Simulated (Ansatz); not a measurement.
Nudged elastic band, with input and output: SiH5F

System: SiH5F, multiplicity 2.
Method: RKS CAM-B3LYP-D4/def2-SVP (Ansatz 0.2.0).

One setting was made poor on purpose. It belongs to a series of runs on one base structure; here: an input spoilt on purpose.

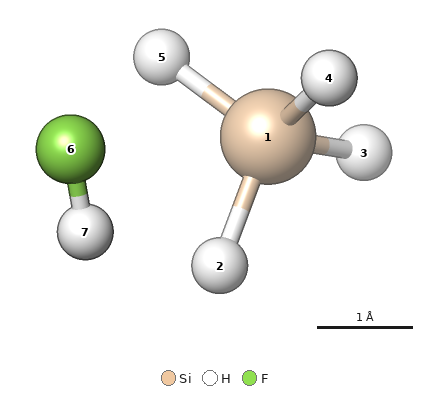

**Figure 1.** The starting structure (ball-and-stick view, seen at a tilt; atoms are numbered from 1 in the order of the input).

**What the run reported**

```tsv
quantity	value
outcome	refused by the program
hardware	1 thread of Arm Neoverse V1, 24 GiB of memory available, shared host
```

**Diagnosis**

The program refused the input: “a molecule whose nuclei and cores have a total charge of 28 cannot have a net charge of 0 together with 1 unpaired electrons” A deliberately poor setting: bad input.

**Input file**
```yaml
crystal:
  periodic: [false, false, false]
  atoms:
    - { symbol: Si, position_ang: [0.273168, 0.0, -0.110041] }
    - { symbol: H, position_ang: [0.271482, -1.0e-06, 1.383098] }
    - { symbol: H, position_ang: [1.692323, 0.0, -0.557817] }
    - { symbol: H, position_ang: [-0.403036, 1.222858, -0.607823] }
    - { symbol: H, position_ang: [-0.403036, -1.222858, -0.607825] }
    - { symbol: F, position_ang: [-2.416627, -4.0e-06, 1.234221] }
    - { symbol: H, position_ang: [-1.779974, 5.0e-06, 1.906586] }
magnetization:
  spin_polarized: true
  initial_magnetization: 1
basis:
  gaussian: { orbitals: def2-SVP }
hamiltonian:
  xc: cam_b3lyp
  dispersion: d4
neb:
  order_check: false
  images: 5
  f_tol: 0.03
  max_iterations: 8
  spring: 50.0
  final_atoms:
    - { symbol: Si, position_ang: [-0.22952926, -4.9e-07, -0.74611425] }
    - { symbol: H, position_ang: [-0.60809546, 1.43e-06, 3.46380333] }
    - { symbol: H, position_ang: [1.12235281, 3.1e-07, -0.13374904] }
    - { symbol: H, position_ang: [-0.43147796, 1.21882903, -1.56730593] }
    - { symbol: H, position_ang: [-0.43147706, -1.21883097, -1.56730473] }
    - { symbol: F, position_ang: [-1.33125577, -3.1e-07, 0.44984563] }
    - { symbol: H, position_ang: [-0.85621731, 9.9e-07, 2.741224] }
  initial_path:
    images:
      - { positions_ang: [[0.273168, 0.0, -0.110041], [0.271482, -1.0e-06, 1.383098], [1.692323, 0.0, -0.557817], [-0.403036, 1.222858, -0.607823], [-0.403036, -1.222858, -0.607825], [-2.416627, -4.0e-06, 1.234221], [-1.779974, 5.0e-06, 1.906586]] }
      - { positions_ang: [[0.18552956, 0.0, -0.06968068], [0.16776597, -4.8e-07, 1.52884916], [1.59486135, 9.0e-08, -0.51754592], [-0.48994966, 1.21237188, -0.56986261], [-0.48994943, -1.21237212, -0.56986369], [-2.21078547, -2.78e-06, 1.00859627], [-1.52317233, 3.41e-06, 1.82990647]] }
      - { positions_ang: [[0.09789111, 0.0, -0.02932036], [0.06404995, 4.0e-08, 1.67460031], [1.49739971, 1.8e-07, -0.47727483], [-0.57686332, 1.20188577, -0.53190222], [-0.57686286, -1.20188623, -0.53190239], [-2.00494394, -1.57e-06, 0.78297154], [-1.26637065, 1.82e-06, 1.75322694]] }
      - { positions_ang: [[0.01025267, 0.0, 0.01103997], [-0.03966608, 5.5e-07, 1.82035147], [1.39993806, 2.7e-07, -0.43700375], [-0.66377698, 1.19139965, -0.49394183], [-0.66377628, -1.19140035, -0.49394108], [-1.79910241, -3.5e-07, 0.55734682], [-1.00956898, 2.3e-07, 1.67654741]] }
      - { positions_ang: [[-0.06967464, -1.6e-07, -0.24134477], [-0.22914254, 8.5e-07, 2.36816876], [1.30740965, 2.8e-07, -0.33591885], [-0.58634397, 1.20054278, -0.85172986], [-0.58634321, -1.20054389, -0.85172897], [-1.64315353, -3.4e-07, 0.52151309], [-0.95845176, 4.8e-07, 2.03143961]] }
      - { positions_ang: [[-0.14960195, -3.3e-07, -0.49372951], [-0.418619, 1.14e-06, 2.91598604], [1.21488123, 3.0e-07, -0.23483394], [-0.50891096, 1.20968591, -1.2095179], [-0.50891013, -1.20968743, -1.20951685], [-1.48720465, -3.2e-07, 0.48567936], [-0.90733453, 7.3e-07, 2.38633181]] }
      - { positions_ang: [[-0.22952926, -4.9e-07, -0.74611425], [-0.60809546, 1.43e-06, 3.46380333], [1.12235281, 3.1e-07, -0.13374904], [-0.43147796, 1.21882903, -1.56730593], [-0.43147706, -1.21883097, -1.56730473], [-1.33125577, -3.1e-07, 0.44984563], [-0.85621731, 9.9e-07, 2.741224]] }
```

Launched with:
```bash
ansatz run input.yaml --threads 1 --pin off --max-ram 2048MiB --backend cpu --events-out ev --progress --plain --runs-dir out
```

**The program's output**
```
Error: a molecule whose nuclei and cores have a total charge of 28 cannot have a net charge of 0 together with 1 unpaired electrons
```
